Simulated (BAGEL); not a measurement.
**F2HSSi (SMILES F[SiH](F)[S]): a chain of runs**

We compute a single-point energy (UHF/cc-pVDZ), then a single-point energy (UHF/cc-pVTZ), then a single-point energy (UHF/cc-pVQZ) of F2HSSi. 

The results are computed with BAGEL 1.2.2.

### 1 Starting point

F2HSSi: 5 atoms, total charge 0, spin state doublet. As SMILES, `F[SiH](F)[S]`. Geometry: relaxed at PBE0-D4/def2-TZVP.

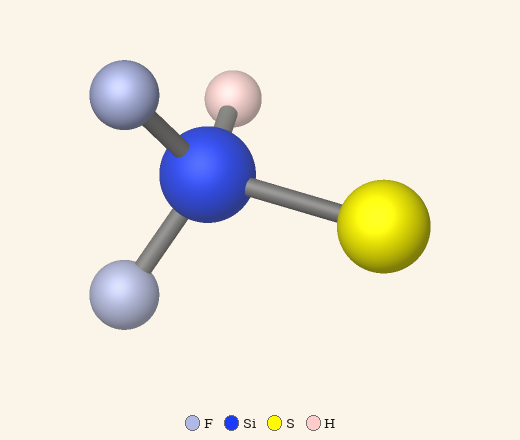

Viewed from a chosen angle; fluorine light blue, silicon blue, sulfur yellow, hydrogen pink.

### 2 A single-point energy at UHF/cc-pVDZ (density fitting with tzvpp-jkfit, property dipole) (run 1)

input.json

```json
{ "bagel": [

{
  "title": "molecule",
  "basis": "cc-pvdz.json",
  "df_basis": "tzvpp-jkfit",
  "angstrom": true,
  "geometry": [
    { "atom": "F", "xyz": [   -0.294700,   -0.440200,    1.515400 ] },
    { "atom": "Si", "xyz": [    0.087400,    0.010000,    0.046800 ] },
    { "atom": "F", "xyz": [    0.080600,    1.592500,    0.075600 ] },
    { "atom": "S", "xyz": [   -1.256200,   -0.752800,   -1.380300 ] },
    { "atom": "H", "xyz": [    1.432800,   -0.483300,   -0.298900 ] }
  ]
},
{ "title": "uhf", "nopen": 1 },
{ "title": "print", "file": "orbitals.molden", "orbitals": true }

]}
```

The basis set cc-pVDZ is read from a file made from the Basis Set Exchange's data (not shown).

The run is started by

```sh
BAGEL_NUM_THREADS=1 BAGEL input.json > input.out
```

Output:

```text
* using 1 threads per process

  ===============================================================
  ===============================================================

  *** Geometry ***

  { "atom" : "F", "xyz" : [     -0.556902,     -0.831857,      2.863691 ] },
  { "atom" : "Si", "xyz" : [      0.165162,      0.018897,      0.088439 ] },
  { "atom" : "F", "xyz" : [      0.152312,      3.009389,      0.142863 ] },
  { "atom" : "S", "xyz" : [     -2.373874,     -1.422586,     -2.608389 ] },
  { "atom" : "H", "xyz" : [      2.707600,     -0.913305,     -0.564839 ] },

  Number of auxiliary basis functions:      428

  Since a DF basis is specified, we compute 2- and 3-index integrals:
    o Being stored without compression. Storage requirement is 0.016 GB

  Number of basis functions:       69
  Number of electrons      :       49

    * METHOD: MOLECULE                             0.25

  *** Open-shell HF ***

  === Nuclear Repulsion ===
   219.0488923689

      * DIIS with orbital gradients will be used.

  === UHF iteration (cc-pvdz.json) ===
      0       -885.83099633          0.03338250           0.14
      1       -885.97151253          0.02276763           0.13
      2       -886.02142117          0.01344560           0.14
[... 16 lines of this table left out ...]
     19       -886.05177112          0.00000001           0.13
    * SCF iteration converged.

    * S^2 (UHF) is 0.7581

    * Permanent dipole moment:
           (   -0.295674,     0.311567,     0.363106) a.u.

    * METHOD: UHF                                  2.85

    * METHOD: PRINT                                0.02

  ===============================================================
```

Run time: 3.6 s. Hardware: 1 thread of Arm Neoverse N1, shared host; peak memory 0.091 GiB.

### 3 A single-point energy at UHF/cc-pVTZ (density fitting with tzvpp-jkfit, property dipole) (run 2)

input.json

```json
{ "bagel" : [

{
  "title" : "molecule",
  "basis" : "cc-pvtz.json",
  "df_basis" : "tzvpp-jkfit",
  "angstrom" : true,
  "geometry" : [
    { "atom" : "F", "xyz" : [      -0.294700,      -0.440200,       1.515400 ] },
    { "atom" : "Si", "xyz" : [       0.087400,       0.010000,       0.046800 ] },
    { "atom" : "F", "xyz" : [       0.080600,       1.592500,       0.075600 ] },
    { "atom" : "S", "xyz" : [      -1.256200,      -0.752800,      -1.380300 ] },
    { "atom" : "H", "xyz" : [       1.432800,      -0.483300,      -0.298900 ] }
  ]
},

{ "title" : "uhf", "nopen" : 1 },

{ "title" : "print", "file" : "orbitals.molden", "orbitals" : true }

]}
```

The basis set cc-pVTZ is read from a file made from the Basis Set Exchange's data (not shown).

The run is started by

```sh
BAGEL_NUM_THREADS=1 BAGEL input.json > input.out
```

Output:

```text
* using 1 threads per process

  ===============================================================
  ===============================================================

  *** Geometry ***

  { "atom" : "F", "xyz" : [     -0.556902,     -0.831857,      2.863691 ] },
  { "atom" : "Si", "xyz" : [      0.165162,      0.018897,      0.088439 ] },
  { "atom" : "F", "xyz" : [      0.152312,      3.009389,      0.142863 ] },
  { "atom" : "S", "xyz" : [     -2.373874,     -1.422586,     -2.608389 ] },
  { "atom" : "H", "xyz" : [      2.707600,     -0.913305,     -0.564839 ] },

  Number of auxiliary basis functions:      428

  Since a DF basis is specified, we compute 2- and 3-index integrals:
    o Being stored without compression. Storage requirement is 0.069 GB

  Number of basis functions:      142
  Number of electrons      :       49

    * METHOD: MOLECULE                             0.44

  *** Open-shell HF ***

  === Nuclear Repulsion ===
   219.0488923689

      * DIIS with orbital gradients will be used.

  === UHF iteration (cc-pvtz.json) ===
      0       -885.85501276          0.03288288           0.34
      1       -886.04675292          0.02327123           0.35
      2       -886.12433725          0.01398959           0.35
[... 19 lines of this table left out ...]
     22       -886.17884029          0.00000001           0.35
    * SCF iteration converged.

    * S^2 (UHF) is 0.7619

    * Permanent dipole moment:
           (   -0.251367,     0.275560,     0.323830) a.u.

    * METHOD: UHF                                  8.35

    * METHOD: PRINT                                0.06

  ===============================================================
```

Wall time 9.3 s (1 thread of Arm Neoverse N1, shared host); peak memory 0.18 GiB.

### 4 The energy at UHF/cc-pVQZ (density fitting with qzvpp-jkfit, property dipole) (run 3)

calc.json

```json
{ "bagel": [

{
  "title": "molecule",
  "basis": "cc-pvqz.json",
  "df_basis": "qzvpp-jkfit",
  "angstrom": "true",
  "geometry": [
    { "atom": "F", "xyz": [      -0.294700,      -0.440200,       1.515400 ] },
    { "atom": "Si", "xyz": [       0.087400,       0.010000,       0.046800 ] },
    { "atom": "F", "xyz": [       0.080600,       1.592500,       0.075600 ] },
    { "atom": "S", "xyz": [      -1.256200,      -0.752800,      -1.380300 ] },
    { "atom": "H", "xyz": [       1.432800,      -0.483300,      -0.298900 ] }
  ]
},

{ "title": "uhf", "nopen": 1 },

{ "title": "print", "file": "orbitals.molden", "orbitals": "true" }

]}
```

The basis set cc-pVQZ is read from a file made from the Basis Set Exchange's data (not shown).

The run is started by

```sh
BAGEL_NUM_THREADS=1 BAGEL calc.json > calc.out
```

Output:

```text
* using 1 threads per process

  ===============================================================
  ===============================================================

  *** Geometry ***

  { "atom" : "F", "xyz" : [     -0.556902,     -0.831857,      2.863691 ] },
  { "atom" : "Si", "xyz" : [      0.165162,      0.018897,      0.088439 ] },
  { "atom" : "F", "xyz" : [      0.152312,      3.009389,      0.142863 ] },
  { "atom" : "S", "xyz" : [     -2.373874,     -1.422586,     -2.608389 ] },
  { "atom" : "H", "xyz" : [      2.707600,     -0.913305,     -0.564839 ] },

  Number of auxiliary basis functions:      428

  Since a DF basis is specified, we compute 2- and 3-index integrals:
    o Being stored without compression. Storage requirement is 0.228 GB

  Number of basis functions:      258
  Number of electrons      :       49

    * METHOD: MOLECULE                             0.98

  *** Open-shell HF ***

  === Nuclear Repulsion ===
   219.0488923689

      * DIIS with orbital gradients will be used.

  === UHF iteration (cc-pvqz.json) ===
      0       -885.91965683          0.02633351           0.81
      1       -886.09065148          0.01879341           0.87
      2       -886.16042360          0.01155152           0.88
[... 18 lines of this table left out ...]
     21       -886.20992393          0.00000001           0.87
    * SCF iteration converged.

    * S^2 (UHF) is 0.7628

    * Permanent dipole moment:
           (   -0.248178,     0.287023,     0.340843) a.u.

    * METHOD: UHF                                 20.00

    * METHOD: PRINT                                0.20

  ===============================================================
```

Wall time 22 s (1 thread of Arm Neoverse N1, shared host); peak memory 0.38 GiB.

### 5 Outcome

```
                         quantity          value
 run 1, UHF/cc-pVDZ: total energy  -886.05177 Eh
run 1, UHF/cc-pVDZ: dipole moment         1.43 D
         run 1, UHF/cc-pVDZ: ⟨S²⟩          0.758
 run 2, UHF/cc-pVTZ: total energy  -886.17884 Eh
run 2, UHF/cc-pVTZ: dipole moment         1.26 D
         run 2, UHF/cc-pVTZ: ⟨S²⟩          0.762
 run 3, UHF/cc-pVQZ: total energy  -886.20992 Eh
run 3, UHF/cc-pVQZ: dipole moment         1.30 D
         run 3, UHF/cc-pVQZ: ⟨S²⟩          0.763
```
